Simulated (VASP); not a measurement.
Band structure of Ca (fcc). Calculation: revTPSS meta-GGA, VASP's PBE PAW potentials (set 64) (plane waves; VASP).

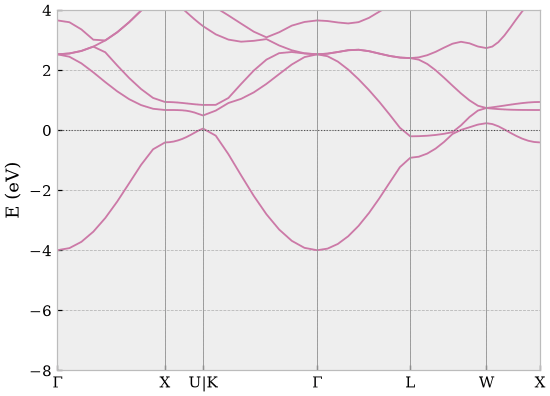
Figure. Bands along high-symmetry lines, zero at the valence-band maximum or, without a gap, the Fermi level

Problem. Read the plot: is there a gap, and where are the band edges?

Solution. It has no gap at this level: it comes out as a metal or semimetal.

The compound is Ca in the fcc structure. It was relaxed first.
